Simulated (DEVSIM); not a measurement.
System: abrupt GaAs n-p junction, at 300 K.

```tsv
layer (left to right)	material	thickness (μm)	Nd (cm⁻³)	Na (cm⁻³)	τn (s)	τp (s)
1	GaAs	1.80	8.5e15	-	4e-10	4e-10
2	GaAs	20.0	-	1.7e14	4e-10	4e-10
```

Left contact: ohmic. Right contact: ohmic. Voltage is applied to the left contact. Recombination: SRH at mid-gap. Mobility is μmin + (μ − μmin)/(1 + (N/Nref)^α).

Constants are typed, rounded textbook-type inputs, not results; the design itself was drawn at random and stands for no fabricated device. Values at 300 K.

```csv
parameter,GaAs
gap (eV),1.424
affinity (eV),4.07
permittivity,12.9
Nc (cm⁻³),4.7e17
Nv (cm⁻³),9e18
μn (cm²/Vs),8500
μp (cm²/Vs),400
"μn,min",500
"μp,min",20
"Nref,n",6e16
"Nref,p",1.5e17
αn,0.39
αp,0.38
```

Simulated with DEVSIM: 1D drift-diffusion, Boltzmann statistics, complete ionisation; no tunnelling, impact ionisation, image-force lowering or self-heating.

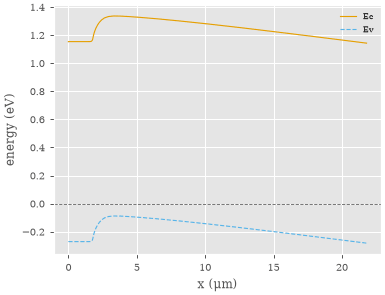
Figure: Band edges at -1.05 V on the left contact

Energies count from the Fermi level of the right contact; mesh points crowd at the junctions.

```csv
x (μm),Ec (eV),Ev (eV),n (cm⁻³),p (cm⁻³),field (V/cm)
0.000,1.154,-0.270,8.5e15,< 1e2,≈ 0
0.03215,1.154,-0.270,8.5e15,4.6e8,≈ 0
0.1062,1.154,-0.270,8.5e15,1.5e9,≈ 0
0.2766,1.154,-0.270,8.5e15,4.1e9,≈ 0
0.8912,1.154,-0.270,8.5e15,1.9e10,≈ 0
1.407,1.154,-0.270,8.5e15,4.8e10,≈ 0
1.643,1.155,-0.269,8.1e15,7.7e10,250
1.765,1.168,-0.256,4.8e15,1.6e11,2900
1.799,1.182,-0.242,2.9e15,2.7e11,5100
1.828,1.195,-0.229,1.7e15,4.6e11,4200
1.899,1.220,-0.204,6.4e14,1.3e12,3000
2.144,1.274,-0.150,8.1e13,1.1e13,1600
2.642,1.323,-0.101,1.1e13,8.1e13,500
3.813,1.335,-0.089,4.2e12,1.7e14,-42
8.147,1.301,-0.123,1.4e12,1.7e14,-98
14.88,1.226,-0.198,3.4e11,1.7e14,-120
18.87,1.179,-0.245,1.5e11,1.7e14,-120
20.57,1.158,-0.266,7.5e10,1.7e14,-120
21.42,1.147,-0.277,2.7e10,1.7e14,-120
21.65,1.145,-0.279,1.1e10,1.7e14,-120
21.75,1.143,-0.281,3.7e9,1.7e14,-120
21.80,1.143,-0.281,< 1e2,1.7e14,-120
```
